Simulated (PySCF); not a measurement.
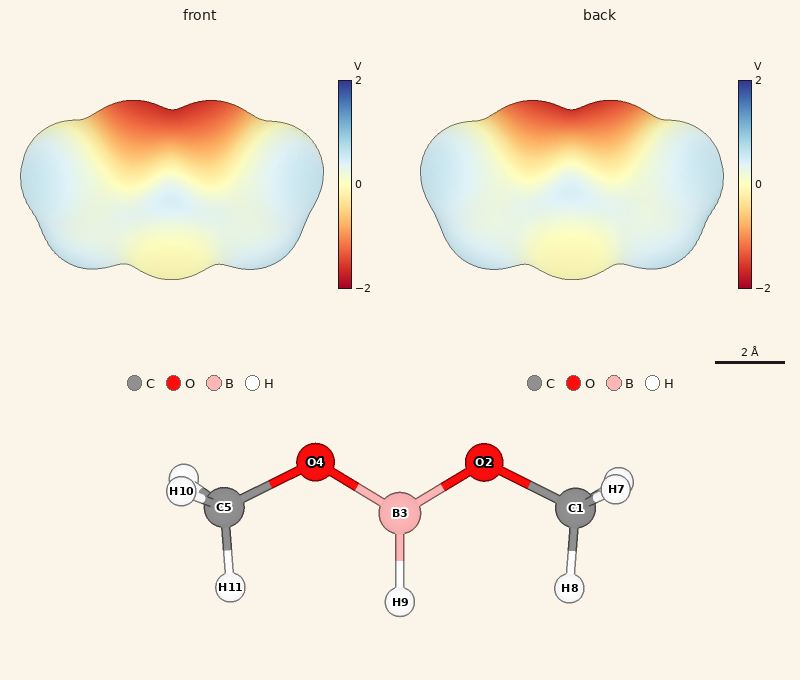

The picture shows: C₂H₇BO₂ (SMILES COBOC). The molecular electrostatic potential painted on the density surface at 0.001 e/bohr³, seen from the front and from behind; red is negative and blue positive. The bare structure is drawn below in the same view.

Geometry: PBE0-D3(BJ)/def2-SVP.

Theory: PBE0/pcSseg-1, SCF density, gas phase, non-relativistic (PySCF 2.14.0).

```xyz
12

C     2.3464    0.5162    0.2965
O     0.9946    0.8054    0.5084
B     0.0066    0.0062    0.0538
O    -1.2653    0.3720    0.3184
C    -2.3637   -0.3786   -0.1128
H     2.8194    1.3340   -0.2704
H     2.8647    0.4294    1.2649
H     2.4878   -0.4251   -0.2619
H     0.2538   -1.0091   -0.5719
H    -2.9504   -0.7166    0.7563
H    -2.0591   -1.2645   -0.6960
H    -3.0172    0.2465   -0.7422
```

Q: Where is the surface potential most negative and most positive?

A: The most negative region (about −1.6 V, or −37 kcal/mol for a unit charge) lies over O2 and O4, the most positive (about +0.6 V, or +14 kcal/mol for a unit charge) over C1 and C5.
